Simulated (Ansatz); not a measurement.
# SiH2SF (SMILES F[SiH2][S]): RPA@PBE/STO-3G

What is the vertical electron affinity of SiH2SF at RPA@PBE/STO-3G? 

The results are computed with Ansatz 0.2.0.

61 further runs of the same task are left out: 3 that didn't finish, 58 set aside as unsound or not needed.

## (1) Starting point

SiH2SF: 5 atoms, total charge 0, spin state doublet. As SMILES, `F[SiH2][S]`. Geometry: relaxed at PBE0-D4/def2-TZVP.

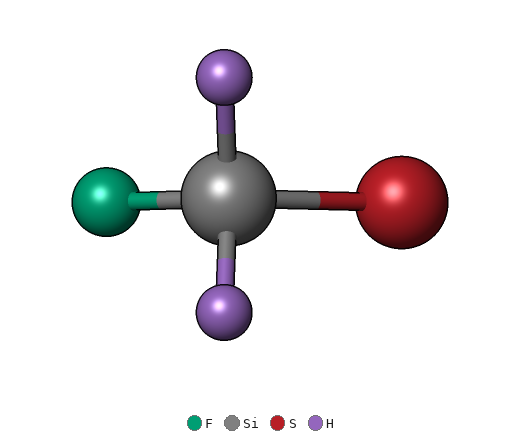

Viewed from a chosen angle; fluorine teal, silicon grey, sulfur red, hydrogen purple.

## (2) The energy at RPA@PBE/STO-3G

molecule.yaml reads:

```yaml
crystal:
  periodic: [false, false, false]
  atoms:
    - {symbol: F, position_ang: [-0.324300, -0.023300, 1.585400]}
    - {symbol: Si, position_ang: [0.086000, -0.081000, 0.044500]}
    - {symbol: S, position_ang: [-1.148000, 1.061300, -1.211000]}
    - {symbol: H, position_ang: [-0.023500, -1.493100, -0.391000]}
    - {symbol: H, position_ang: [1.459700, 0.462600, -0.069300]}
basis:
  gaussian:
    orbitals: STO-3G
accuracy: high
hamiltonian:
  xc: {name: PBE}
magnetization:
  spin_polarized: true
  initial_magnetization: 1
correlation:
  method: rpa
  frozen_orbitals: {F: 1, H: 0, S: 5, Si: 5}
```

Launch:

```sh
$ ansatz run molecule.yaml --threads 1 --pin off --max-ram 2610MiB --events-out events.jsonl --progress --plain --runs-dir runs
```

The log of the run:

```text
Warning: RAYON_NUM_THREADS=1 ignored (pool sized by the plan → 1); use --threads N
Functional definition: PBE
  name "PBE"
  parameter kappa = 0.804
  parameter beta = 0.06672455060314922
  exchange = pbe_x(kappa = kappa, mu = beta*pi^2/3)
  correlation = pbe_c(beta = beta)
460 factors; integrals over basis functions are off by at most 2.8e-8 eV
mean field evaluation 1: about -21196.9611 eV, gradient 1.5e1 eV
mean field evaluation 2: about -21196.9255 eV, gradient 1.5e1 eV
mean field evaluation 4: about -21198.5186 eV, gradient 3.3e0 eV
mean field evaluation 8: about -21198.6076 eV, gradient 1.8e-2 eV
mean field evaluation 16: about -21198.6076 eV, gradient 2.5e-6 eV
mean field evaluation 32: about -21198.0068 eV, gradient 7.6e0 eV
mean field evaluation 64: about -21198.4178 eV, gradient 7.5e-1 eV
mean field -21198.60760224 eV, -779.0344604502 hartree, gradient 1.4e-8 eV, S^2 0.751006; 7 other end points of the search recorded, 0 dependent functions left out
11 core orbitals not correlated: weight in the atoms' cores, before any rotation towards them, 0.999 or more for the frozen orbitals, at most 0.000 for the correlated occupied ones
reference -21169.31819735 eV, -777.9580946735 hartree; 10, 9 occupied and 4, 5 virtual orbitals, 460 factors
Total energy: -21173.88691196 eV, -778.1259918384 hartree
```

Wall time 6 s (1 thread of Arm Neoverse V2, shared host); peak memory 0.15 GiB.

## (3) The singlet anion

molecule.yaml: that of step 2 with these lines changed.

```diff
@@ -11,8 +11,5 @@
     orbitals: STO-3G
-accuracy: high
+total_charge: -1
 hamiltonian:
   xc: {name: PBE}
-magnetization:
-  spin_polarized: true
-  initial_magnetization: 1
 correlation:
@@ -20 +17,2 @@
   frozen_orbitals: {F: 1, H: 0, S: 5, Si: 5}
+accuracy: high
```

Launch:

```sh
$ ansatz run molecule.yaml --threads 1 --pin off --max-ram 2610MiB --events-out events.jsonl --progress --plain --runs-dir runs
```

The log of the run:

```text
Warning: RAYON_NUM_THREADS=1 ignored (pool sized by the plan → 1); use --threads N
Functional definition: PBE
  name "PBE"
  parameter kappa = 0.804
  parameter beta = 0.06672455060314922
  exchange = pbe_x(kappa = kappa, mu = beta*pi^2/3)
  correlation = pbe_c(beta = beta)
460 factors; integrals over basis functions are off by at most 2.8e-8 eV
mean field evaluation 1: about -21190.1929 eV, gradient 3.3e1 eV
mean field evaluation 2: about -21190.1615 eV, gradient 3.3e1 eV
mean field evaluation 4: about -21194.9636 eV, gradient 8.1e0 eV
mean field evaluation 8: about -21195.2695 eV, gradient 1.5e-1 eV
mean field evaluation 16: about -21195.2696 eV, gradient 7.8e-7 eV
mean field -21195.26960049 eV, -778.9117911482 hartree, gradient 3.4e-8 eV, S^2 0.000000; 0 other end points of the search recorded, 0 dependent functions left out
11 core orbitals not correlated: weight in the atoms' cores, before any rotation towards them, 0.999 or more for the frozen orbitals, at most 0.000 for the correlated occupied ones
reference -21164.63277721 eV, -777.7859086590 hartree; 10, 10 occupied and 4, 4 virtual orbitals, 460 factors
Total energy: -21168.98000901 eV, -777.9456664813 hartree
```

Wall time 2 s (1 thread of Arm Neoverse V2, shared host); peak memory 0.1 GiB.

## (4) What came out

Level: RPA@PBE/STO-3G, 11 core orbitals frozen.

| quantity | value |
| --- | --- |
| doublet SiH2SF: total energy | -778.12599 Eh |
| doublet SiH2SF: RPA correlation energy (valence) | -167.9 mEh |
| doublet SiH2SF: ⟨S²⟩ of the reference determinant | 0.751 |
| singlet anion: total energy | -777.94567 Eh |
| singlet anion: RPA correlation energy (valence) | -159.8 mEh |
| vertical electron affinity (to the singlet anion) | -4.907 eV |

In words: The anion lies 4.91 eV (473 kJ/mol) above the neutral: the electron isn't bound at this level, and such a value depends on the basis. Without diffuse functions anions come out too high. In a minimal basis such a difference can be off by several eV, whatever the method.
